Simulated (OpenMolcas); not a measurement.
# One shape, several levels: singlet InSiH3ClO+

We compute a comparison of 6 runs (HF/STO-3G, M06-2X/def2-SVP, SVWN5/def2-SVP, TPSS/def2-SVP, MP2/def2-SVP, CCSD(T)/def2-SVP) of singlet InSiH3ClO+. 

The results are computed with OpenMolcas 26.06.

## 1. Starting point

InSiH3ClO+ has 7 atoms, charge +1, and is taken as a singlet. SMILES of the parent species: `[SiH3][O][In][Cl]`. The shape is that of a PBE0-D4/def2-TZVP optimisation. This is one conformer, not always the lowest. That shape belongs to the parent species and isn't relaxed for this state.

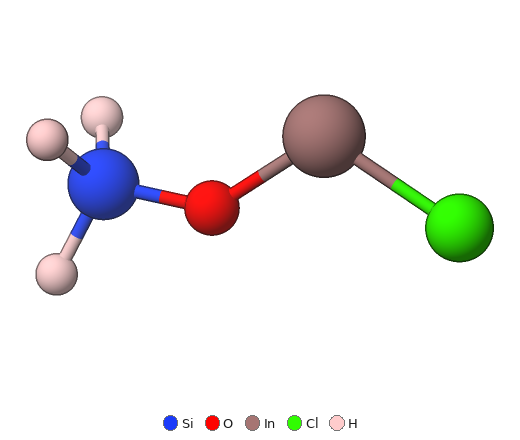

Viewed from a chosen angle; silicon blue, oxygen red, indium brown, chlorine green, hydrogen pink.

## 2. The energy at HF/STO-3G (run 1)

The input, run.input:

```
* ClH3InOSi Hartree-Fock

&gateway
 baslib = $CurrDir
 coord
 7
 angstrom
 Si       0.016600       1.144600       0.460800
 O        0.203700      -0.441600       0.114500
 In      -0.437600      -1.723300      -1.270600
 Cl       0.330700      -3.933200      -1.041200
 H        0.496200       2.009500      -0.655300
 H        0.803700       1.457800       1.681900
 H       -1.413400       1.486100       0.709900
 basis = STO-3G
 group = NoSym

&seward

&scf
 charge = 1
 thresholds = 1e-10 1e-07 1e-07 1e-05
 prorbitals = 1 2
```

The basis set STO-3G is read from a file made from the Basis Set Exchange's data (not shown).

Run with:

```sh
export MOLCAS_MEM=1860
pymolcas run.input > run.log
```

Standard output:

```text
--- Start Module: gateway ---
[...]
--- Stop Module: gateway /rc=_RC_ALL_IS_WELL_ ---
--- Start Module: seward ---
[...]
      Basis functions           53
--- Stop Module: seward /rc=_RC_ALL_IS_WELL_ ---
[...]
--- Start Module: scf ---
[...]
       Convergence after  18 Iterations
[...]
::    Total SCF energy                              -6498.5516104459
[...]
      Total spin, S                                     0.0000000000
[...]
      Total electronic charge=   90.000000
      Total            charge=    1.000000
[...]
      Dipole Moment (debye):
      Origin of the operator (angstrom)=   -0.1783   -1.5523   -0.8429
                   X= -3.3102E+00               Y=  3.4557E+00               Z= -3.3043E+00           Total=  5.8153E+00
      Center of Charge (angstrom)
[...]
--- Stop Module: scf /rc=_RC_ALL_IS_WELL_ ---
[...]
```

Wall time 3.9 s (1 thread of Intel Xeon Platinum 8259CL at 2.50GHz (Skylake/Cascade Lake), shared host); peak memory 0.39 GiB.

## 3. The energy at M06-2X/def2-SVP (core potential) (run 2)

The input, job.inp:

```
* ClH3InOSi Kohn-Sham DFT

&gateway
  baslib=$CurrDir
  coord
  7
  angstrom
  Si       0.016600       1.144600       0.460800
  O        0.203700      -0.441600       0.114500
  In      -0.437600      -1.723300      -1.270600
  Cl       0.330700      -3.933200      -1.041200
  H        0.496200       2.009500      -0.655300
  H        0.803700       1.457800       1.681900
  H       -1.413400       1.486100       0.709900
  basis=def2-SVP
  group=NoSym

&seward
  gridinput
  Grid=UltraFine
  End of Grid

&scf
  charge=1
  ksdft=M062X
  thresholds=1e-10 1e-07 1e-07 1e-05
  prorbitals=1 1
```

The basis set def2-SVP is read from a file made from the Basis Set Exchange's data (not shown).

Run with:

```sh
export MOLCAS_MEM=1860
pymolcas job.inp > job.log
```

Standard output:

```text
--- Start Module: gateway ---
[...]
--- Stop Module: gateway /rc=_RC_ALL_IS_WELL_ ---
--- Start Module: seward ---
[...]
      Basis functions           91
--- Stop Module: seward /rc=_RC_ALL_IS_WELL_ ---
[...]
--- Start Module: scf ---
[...]
       Convergence after  21 Iterations
[...]
::    Total KS-DFT energy                           -1016.1719977839
[...]
      Total spin, S                                     0.0000000000
[...]
      Total electronic charge=   62.000000
      Total            charge=    1.000000
[...]
      Dipole Moment (debye):
      Origin of the operator (angstrom)=   -0.1783   -1.5523   -0.8429
                   X= -2.3423E+00               Y=  1.3296E+00               Z= -2.7634E+00           Total=  3.8589E+00
      Center of Charge (angstrom)
[...]
--- Stop Module: scf /rc=_RC_ALL_IS_WELL_ ---
[...]
```

Run time: 53 s. Hardware: 1 thread of Intel Xeon Platinum 8259CL at 2.50GHz (Skylake/Cascade Lake), shared host; peak memory 0.5 GiB.

Runs 3 to 5 aren't shown in full; the table further down has their settings and results.

## 4. The energy at CCSD(T)/def2-SVP (core potential) (run 6)

The input, mol.inp:

```
&GATEWAY
 BasLib=$CurrDir
 Coord
 7
 angstrom
 Si       0.016600       1.144600       0.460800
 O        0.203700      -0.441600       0.114500
 In      -0.437600      -1.723300      -1.270600
 Cl       0.330700      -3.933200      -1.041200
 H        0.496200       2.009500      -0.655300
 H        0.803700       1.457800       1.681900
 H       -1.413400       1.486100       0.709900
 Basis=def2-SVP
 Group=NoSym

&SEWARD

&SCF
 Charge=1
 Thresholds=1e-10 1e-07 1e-07 1e-05
 PrOrbitals=1 1

&RASSCF
 FileOrb=$Project.ScfOrb
 Spin=1
 Nactel=0 0 0
 Inactive=31
 Ras2=0
 OutOrbitals=Canonical
 OrbListing=NoCore

&MOTRA
 JobIph
 Frozen=15

&CCSDT
 CCT
 Triples=2
 Iterations=80
 Accuracy=1e-08
 Extrapolation=5 4
```

The basis set def2-SVP is read from a file made from the Basis Set Exchange's data (not shown).

Run with:

```sh
export MOLCAS_MEM=1860
pymolcas mol.inp > mol.log
```

Standard output:

```text
--- Start Module: gateway ---
[...]
--- Stop Module: gateway /rc=_RC_ALL_IS_WELL_ ---
[...]
      Basis functions           91
[...]
       Convergence after  20 Iterations
[...]
::    Total SCF energy                              -1013.7234530190
[...]
      Total spin, S                                     0.0000000000
[...]
      Number of active orbitals                  0
[...]
      Spin quantum number                      0.0
[...]
      Active orbitals                            0
[...]
      Number of CSFs                             1
[...]
      Number of root(s) required                 1
[...]
      Convergence after  4 iterations
[...]
      Natural orbitals and occupation numbers for root  1
      ************************************************************************************************************************
      *                                                    Final results                                                     *
      ************************************************************************************************************************
[...]
::    RASSCF root number  1 Total energy:  -1013.72345302
[...]
      Total electronic charge=   62.000000
      Total            charge=    1.000000
[...]
      Dipole Moment (debye):
      Origin of the operator (angstrom)=   -0.1783   -1.5523   -0.8429
                   X= -3.1886E+00               Y=  9.1722E-01               Z= -4.1037E+00           Total=  5.2772E+00
      Center of Charge (angstrom)
[...]
--- Start Module: motra ---
[...]
--- Stop Module: motra /rc=_RC_ALL_IS_WELL_ ---
[...]
--- Start Module: ccsdt ---
[...]
      Convergence after                    21  Iterations
      Total energy (diff) :   -1014.25063847      -0.00000001
[...]
 METHOD                       : CCSD+T(CCSD)+<T3(1)WT1> = CCSD(T)
[...]
       CCSD     =     -1014.2506384738790
[...]
```

Run time: 2.1 min. Hardware: 1 thread of Intel Xeon Platinum 8259CL at 2.50GHz (Skylake/Cascade Lake), shared host; peak memory 0.5 GiB.

## 5. The series

| run | level | integration grid | frozen core orbitals | energy (Eh) | HOMO energy (eV) | LUMO energy (eV) | HOMO–LUMO gap (eV) | wall time |
| --- | --- | --- | --- | --- | --- | --- | --- | --- |
| 1 | HF/STO-3G | – | – | -6498.551610 | -13.89 | -4.65 | 9.25 | 3.9 s |
| 2 | M06-2X/def2-SVP (core potential) | UltraFine | – | -1016.171998 | -14.35 | -10.32 | 4.03 | 53 s |
| 3 | SVWN5/def2-SVP (core potential) | UltraFine | – | -1012.791790 | -12.07 | -11.60 | 0.47 | 44 s |
| 4 | TPSS/def2-SVP (core potential) | UltraFine | – | -1016.295365 | -12.18 | -11.40 | 0.78 | 92 s |
| 5 | MP2/def2-SVP (core potential) | – | 15 | -1014.214375 | -16.14 | -8.16 | 7.98 | 12 s |
| 6 | CCSD(T)/def2-SVP (core potential) | – | 15 | -1014.267496 | -16.14 | -8.16 | 7.98 | 2.1 min |

## 6. What came out

```
                                           quantity           value
                                run 6: total energy  -1014.26750 Eh
         run 6: HOMO energy (Hartree–Fock orbitals)       -16.14 eV
         run 6: LUMO energy (Hartree–Fock orbitals)        -8.16 eV
       run 6: HOMO–LUMO gap (Hartree–Fock orbitals)         7.98 eV
run 6: correlation energy (15 core orbitals frozen)      -544.0 mEh
                              run 6: (T) correction      -16.86 mEh
```

Over runs 1, 2, 3, 4 the HOMO–LUMO gap runs from 0.47 eV (SVWN5/def2-SVP) to 9.25 eV (HF/STO-3G). The two ends differ in method and basis and core potential. Totals of different functionals can't be ranked against each other. Some runs of one species differ in core potentials or relativity; totals across that change don't compare. In run 1 the basis is minimal, so the values are rough. In run 1 relativity is left out where basis or elements ask for it. All runs together took 5.5 min, the longest 2.1 min.
